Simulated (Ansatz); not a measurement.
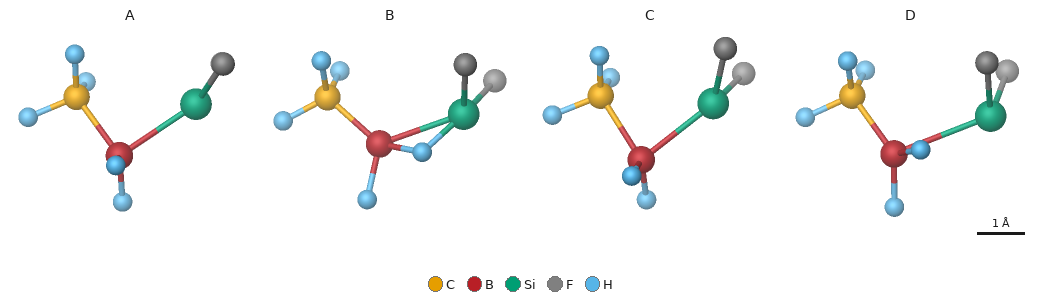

4 geometries from one relaxation of CH₅BF₂Si, in shuffled order. The picture is a ball-and-stick view, seen at a tilt.

The run prepares an end point of a later path (hydrogen shift) calculation, from a guessed geometry.

Level of theory: UKS revPBE-D4/def2-SVP (Ansatz). (collinear spin; force threshold 0.02 eV/Å; at most 50 steps)

> Put them in the order of the run, from the start to the converged end.

B, D, A, C. They are steps 0, 4, 9, 18, at +459.4 kJ/mol, +78.5 kJ/mol, +3.83 kJ/mol relative to the last. Over 17 accepted moves (18 points after the start) the energy falls by 459.4 kJ/mol. Largest force component: 9.7 eV/Å at the start, 0.0091 eV/Å at the end. The line search rejected the trial step at point 15 of the run. An H atom moves most after the best rigid fit: 1.37 Å. Largest moves by element: H 1.37 Å, F 0.46 Å, B 0.41 Å, Si 0.34 Å, C 0.32 Å. Some distances before and after: H–Si 1.263 → 2.614 Å, C–Si 3.022 → 2.451 Å, B–C 1.547 → 1.689 Å, C–H 1.187 → 1.110 Å. Bonds break, among them: H–Si (1.26 → 2.61 Å). Among the angles between lasting bonds that change: Si–B–H 39.0° → 108.6°, C–B–Si 120.0° → 84.2°, H–B–H 88.4° → 119.3°. Cost: 59 s on 2 threads of Intel(R) Xeon(R) Platinum 8259CL CPU @ 2.50GHz (Skylake/Cascade Lake), on a shared host, peak memory 0.24 GiB.
